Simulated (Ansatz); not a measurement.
**Run report: C3H6AlN, single-point calculation**

The run: single-point calculation of C3H6AlN. Method and program: RKS PBE0-D4/def2-TZVPP (Ansatz 0.2.0).

The geometry comes from this level: PBE0-D4/def2-TZVP.

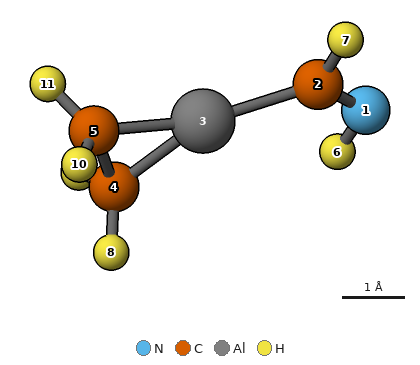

The structure as given in the input (ball-and-stick view, seen at a tilt; atoms are numbered from 1 in the order of the input). Sticks mark near contacts. Bond lengths as drawn: Al–C 1.90 to 1.98 Å, C–C 1.59 Å, C–H 1.09 to 1.10 Å, C–N 1.27 Å and H–N 1.02 Å.

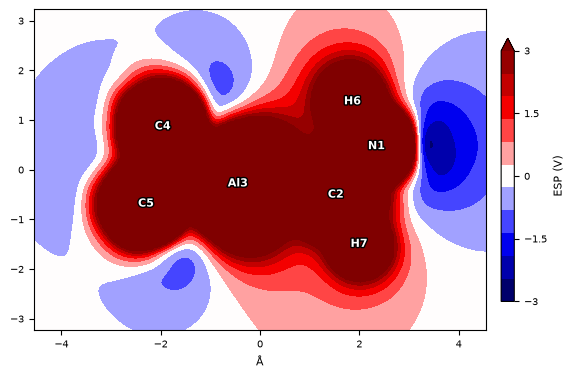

Molecular electrostatic potential on the plane of atoms Al3, C2 and H7. The section cuts through N, C, Al and H sites.

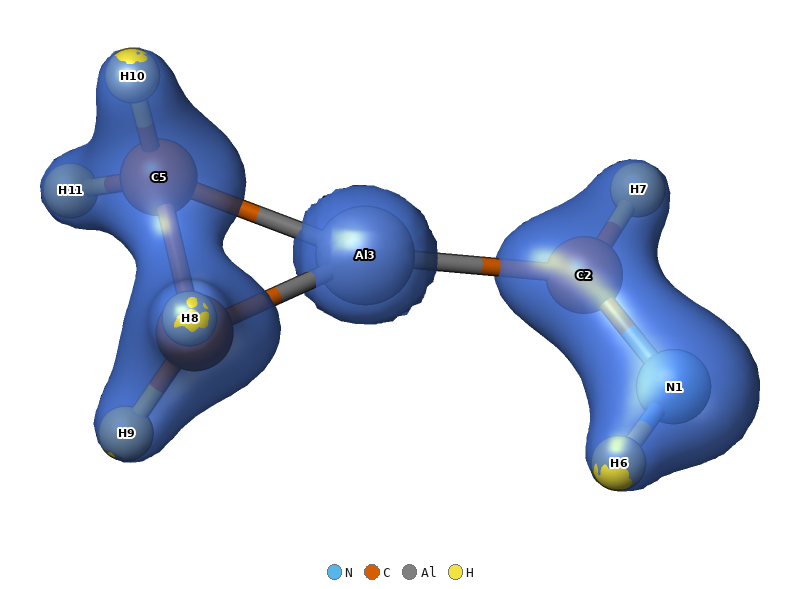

Isosurface of the total electron density at 1 e/Å³ (blue), seen at a tilt. At this value the surface falls into three separate pieces. It is pinched off along the C–Al (1.90 Å) contacts. On the grid the lowest density along these lines, outside the cores, is 2.6 e/Å³ (C–N, 1.27 Å), 1.4 e/Å³ (C–C, 1.59 Å), 0.62 e/Å³ (C–Al, 1.90 Å) and 2.3 e/Å³ (N–H, 1.02 Å).

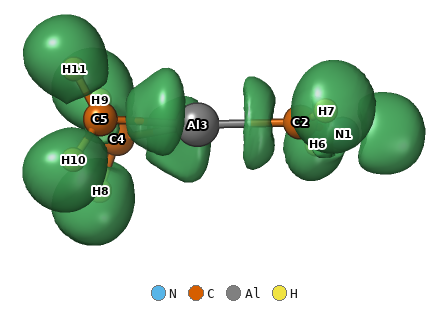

Isosurface of the electron localisation function at 0.85 (green), seen from the side. Core shells and regions of very low density are left out. Along the contacts the grid gives the following. C–N (1.27 Å): the ELF peaks at about 0.90 between the atoms; a double or triple bond. C–C (1.59 Å): the ELF peaks at about 0.90 between the atoms (a shared electron pair).

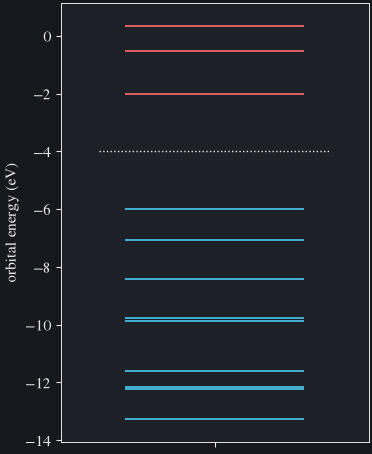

Orbital energies near the frontier; the dotted line parts filled from empty levels, and levels within 0.02 eV of each other stand side by side. Highest filled −5.99 eV, lowest empty −2.02 eV, 3.97 eV apart.

The input and output of the run follow.

### Input
```yaml
crystal:
  periodic: [false, false, false]
  atoms:
    - {symbol: N, position_ang: [0.062231, 2.870849, 0.940696]}
    - {symbol: C, position_ang: [0.807999, 2.073910, 0.284406]}
    - {symbol: Al, position_ang: [0.318683, 0.194557, -0.093540]}
    - {symbol: C, position_ang: [-0.921724, -1.241724, 0.050461]}
    - {symbol: C, position_ang: [0.419588, -1.595237, -0.729639]}
    - {symbol: H, position_ang: [-0.806908, 2.421500, 1.238864]}
    - {symbol: H, position_ang: [1.755074, 2.507316, -0.060351]}
    - {symbol: H, position_ang: [-1.821954, -1.290086, -0.560313]}
    - {symbol: H, position_ang: [-1.068892, -1.802158, 0.972239]}
    - {symbol: H, position_ang: [0.280985, -1.849838, -1.778915]}
    - {symbol: H, position_ang: [1.040218, -2.346089, -0.243207]}
basis:
  gaussian: {orbitals: def2-TZVPP}
hamiltonian: {xc: pbe0, dispersion: d4}
output: {orbitals: {seedname: orbitals}}
```

Launch command:
```bash
ansatz run in.yaml --threads 4 --pin off --events-out ev --progress --plain --max-ram 10444MiB
```

### Log
```
Functional definition: PBE0
  name "PBE0"
  cite "Adamo & Barone, J. Chem. Phys. 110, 6158 (1999) doi:10.1063/1.478522"
  cite "Perdew, Burke & Ernzerhof, Phys. Rev. Lett. 77, 3865 (1996) doi:10.1103/PhysRevLett.77.3865"
  parent pbe
  parameter a = 0.25
  parameter kappa = 0.804
  parameter beta = 0.06672455060314922
  exchange = (1 - a)*pbe_x(kappa = kappa, mu = beta*pi^2/3) + a*exact_x
  correlation = pbe_c(beta = beta)
1349 factors; their error is unknown
mean field evaluation 1: about -11271.1798 eV, gradient 8.0e1 eV
mean field evaluation 2: about -11246.2943 eV, gradient 1.2e2 eV
mean field evaluation 4: about -11286.0490 eV, gradient 1.1e1 eV
mean field evaluation 8: about -11286.3256 eV, gradient 2.0e-1 eV
mean field evaluation 16: about -11286.3316 eV, gradient 1.4e-4 eV
mean field -11286.33159949 eV, -414.7650361310 hartree, gradient 3.3e-5 eV, S^2 0.000000; 0 other end points of the search recorded, 0 dependent functions left out
reference -11286.33163316 eV, -414.7650373683 hartree; 22, 22 occupied and 228, 228 virtual orbitals, 1349 factors
Total energy: -11286.49296753 eV, -414.7709662969 hartree
```

### Summary

- outcome: converged
- total energy: −11286.4930 eV
- mean-field energy: −11286.3316 eV
- dispersion energy: −0.1613 eV
- SCF solution under orbital rotations: stable
- HOMO: −5.99 eV
- LUMO: −2.02 eV
- hardware: 4 CPU threads, shared host
- wall time: 1.9 s (CPU time 6.7 s)
- peak memory: 0.56 GiB
